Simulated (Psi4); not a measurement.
# UB3LYP/def2-SVP (sweep point 5) run of SiH3O2 (SMILES [O][SiH2]O)

Aim: the vertical ionisation energy of SiH3O2 at UB3LYP/def2-SVP (sweep point 5), from 2 runs. The job is set up through a Python script.

Program for the calculation: Psi4 1.11.

4 further runs of the same task are left out: 4 set aside as unsound or not needed.

## Step 1: The structure to begin with

The species is SiH3O2 (6 atoms), meant as a doublet with charge 0. SMILES: `[O][SiH2]O`. The coordinates come from a PBE0-D4/def2-TZVP relaxation. This is one conformer, not always the lowest.

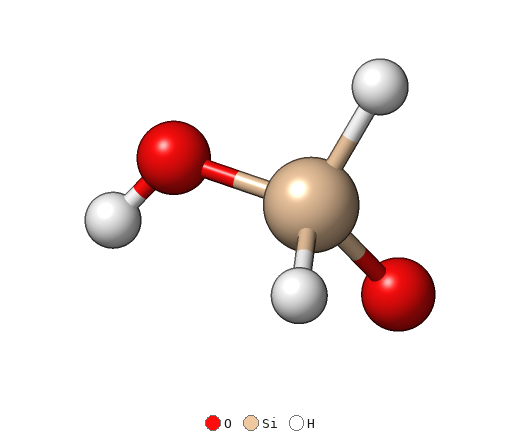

Viewed from a chosen angle; oxygen red, silicon light orange, hydrogen white.

## Step 2: A single-point energy at UB3LYP/def2-SVP (sweep point 5)

Contents of run.py:

```python
import psi4

psi4.set_memory('1600 MB')
psi4.set_num_threads(1)
psi4.set_output_file('output.dat', False)

molecule = psi4.geometry("""
0 2
O     -3.15943311    -0.92653272     0.21013755
Si    -0.38833872     0.30311207    -0.49775386
O      1.79467290     0.20824782     1.67902166
H      0.22109796    -1.32337521    -2.72441815
H     -0.66801819     3.01260139    -1.12249732
H      2.27976560    -1.39518480     2.36801581
units au
symmetry c1
""")

psi4.set_options({
    'basis': 'def2-SVP',
    'reference': 'uks',
    'puream': True,
    'scf_type': 'pk',
    'dft_radial_points': 75,
    'dft_spherical_points': 302,
    'maxiter': 150,
})

e_tot, wfn = psi4.energy("b3lyp", return_wfn=True)
print('E =', round(e_tot, 9))
```

The run is started by

```
$ python run.py
```

output.dat:

```text
[...]
  Running in c1 symmetry.
[...]
  Nuclear repulsion =  110.735256139634899
[...]
  Multiplicity = 2
[...]
  Nalpha       = 17
  Nbeta        = 16
[...]
    Number of basis functions: 61
[...]
   @UKS iter   1:  -441.19880870033489   -2.40726e-01   1.44104e-02 ADIIS/DIIS
[...]
   @UKS iter  14:  -441.54287312157589   -2.56718e-07   6.00108e-07 DIIS
[...]
   @S^2 Observed:                7.538588594E-01
[...]
    Orbital Energies [Eh]
    ---------------------
    Alpha Occupied:
       1A    -66.160320     2A    -19.178786     3A    -19.148553
       4A     -5.325202     5A     -3.688081     6A     -3.687332
       7A     -3.685952     8A     -1.009907     9A     -0.970238
      10A     -0.578875    11A     -0.482346    12A     -0.431805
      13A     -0.408491    14A     -0.388569    15A     -0.352311
      16A     -0.336181    17A     -0.327390
    Alpha Virtual:
      18A      0.029957    19A      0.053538    20A      0.089511
      21A      0.115257    22A      0.121757    23A      0.194987
      24A      0.305426    25A      0.399729    26A      0.435543
[...]
  @UKS Final Energy:  -441.54287312157589
   => Energetics <=
    Nuclear Repulsion Energy =            110.7352561396348989
    One-Electron Energy =                -830.1228581403541966
    Two-Electron Energy =                 309.5337859026165006
    DFT Exchange-Correlation Energy =     -31.6890570234730831
    Empirical Dispersion Energy =           0.0000000000000000
    VV10 Nonlocal Energy =                  0.0000000000000000
    Total Energy =                       -441.5428731215758944
[...]
 Multipole Moments:
 ------------------------------------------------------------------------------------
     Multipole            Electronic (a.u.)      Nuclear  (a.u.)        Total (a.u.)
 ------------------------------------------------------------------------------------
 L = 1.  Multiply by 2.5417464519 to convert [e a0] to [Debye]
 Dipole X            :         -1.0364537            1.6382491            0.6017954
 Dipole Y            :         -0.4813858            0.2123426           -0.2690432
 Dipole Z            :          1.0506542           -1.0882060           -0.0375517
 Magnitude           :                                                    0.6602667
[...]
```

On the terminal:

```text
E = -441.542873122
```

It took 9.3 s on 1 thread of Intel Xeon Platinum 8488C (Sapphire Rapids), shared host; peak memory 0.43 GiB.

## Step 3: The singlet cation, same level

Contents of calc.py:

```python
import psi4

psi4.set_memory('1600 MB')
psi4.set_num_threads(1)
psi4.core.set_output_file('psi4.out', False)

mol = psi4.geometry("""
1 1
O     -3.15943311    -0.92653272     0.21013755
Si    -0.38833872     0.30311207    -0.49775386
O      1.79467290     0.20824782     1.67902166
H      0.22109796    -1.32337521    -2.72441815
H     -0.66801819     3.01260139    -1.12249732
H      2.27976560    -1.39518480     2.36801581
units au
symmetry c1
""")

psi4.set_options({
    'basis': 'def2-SVP',
    'puream': True,
    'scf_type': 'pk',
    'dft_radial_points': 75,
    'dft_spherical_points': 302,
})

E, wfn = psi4.energy('B3LYP', return_wfn=True)
print('E =', round(E, 9))
```

The run is started by

```
$ python calc.py
```

psi4.out:

```text
[...]
  Running in c1 symmetry.
[...]
  Nuclear repulsion =  110.735256139634899
[...]
  Multiplicity = 1
[...]
  Nalpha       = 16
  Nbeta        = 16
[...]
    Number of basis functions: 61
[...]
   @RKS iter   1:  -440.83048384301640    1.27599e-01   1.25364e-02 ADIIS/DIIS
[...]
   @RKS iter  15:  -441.09274327783299   -1.76575e-08   2.34966e-07 DIIS
[...]
    Orbital Energies [Eh]
    ---------------------
    Doubly Occupied:
       1A    -66.445896     2A    -19.493779     3A    -19.418739
       4A     -5.613075     5A     -3.975643     6A     -3.975061
       7A     -3.973804     8A     -1.269188     9A     -1.235002
      10A     -0.842211    11A     -0.753923    12A     -0.684244
      13A     -0.677196    14A     -0.635783    15A     -0.609907
      16A     -0.597418
[...]
  @RKS Final Energy:  -441.09274327783299
   => Energetics <=
    Nuclear Repulsion Energy =            110.7352561396348989
    One-Electron Energy =                -820.8364967032858885
    Two-Electron Energy =                 300.3552856449671822
    DFT Exchange-Correlation Energy =     -31.3467883591491763
    Empirical Dispersion Energy =           0.0000000000000000
    VV10 Nonlocal Energy =                  0.0000000000000000
    Total Energy =                       -441.0927432778329944
[...]
 Multipole Moments:
 ------------------------------------------------------------------------------------
     Multipole            Electronic (a.u.)      Nuclear  (a.u.)        Total (a.u.)
 ------------------------------------------------------------------------------------
 L = 1.  Multiply by 2.5417464519 to convert [e a0] to [Debye]
 Dipole X            :         -1.0260253            1.6382491            0.6122238
 Dipole Y            :         -0.3636497            0.2123426           -0.1513072
 Dipole Z            :          0.2245336           -1.0882060           -0.8636723
 Magnitude           :                                                    1.0694119
[...]
```

Standard output:

```text
E = -441.092743278
```

Wall time 6 s (1 thread of Intel Xeon Platinum 8488C (Sapphire Rapids), shared host); peak memory 0.43 GiB.

## Step 4: Outcome

At UB3LYP/def2-SVP (sweep point 5):

| quantity | value |
| --- | --- |
| doublet SiH3O2: total energy | -441.54287 Eh |
| doublet SiH3O2: dipole moment | 1.68 D |
| doublet SiH3O2: HOMO energy (highest over α and β) | -8.55 eV |
| doublet SiH3O2: LUMO energy (lowest over α and β) | -4.86 eV |
| doublet SiH3O2: ⟨S²⟩ | 0.754 |
| singlet cation: total energy | -441.09274 Eh |
| singlet cation: HOMO energy | -16.26 eV |
| singlet cation: LUMO energy | -14.60 eV |
| singlet cation: HOMO–LUMO gap | 1.66 eV |
| vertical ionisation energy (to the singlet cation) | 12.249 eV |

**Reading.** Removing an electron at fixed nuclei costs 12.25 eV (282 kcal/mol). Only the singlet of the ionised species was computed; a triplet could lie lower.
